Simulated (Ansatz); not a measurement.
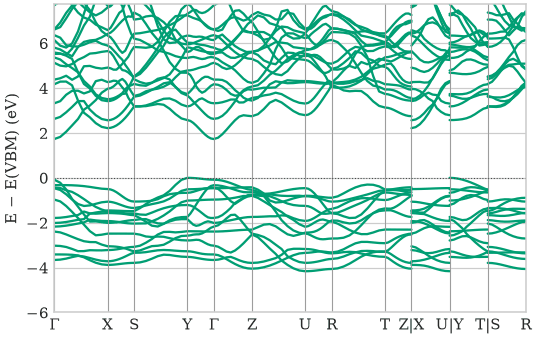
Figure: Band structure from the program Ansatz at the LDA level (PAW)

### Question
Read off the gap and where the band edges lie.

### Answer
About 1.7 eV (1.73 eV by a search for the band edges); maximum at Y, minimum at Γ.

The material is Mg4Te3S in space group Pmm2 (No. 25; Pearson symbol oP8).

The first step of the workflow began from a Materials Project structure, measured or hypothetical; the Crystallography Open Database copy checked does not list it. Its standing as an ambient phase is unchecked. The LDA relaxation kept the symmetry of its start; of distortions, only those at the zone centre were tested. Scalar-relativistic: spin–orbit coupling is off unless named, which matters more the heavier the elements.

Potentials: the later of the program's two PAW sets.
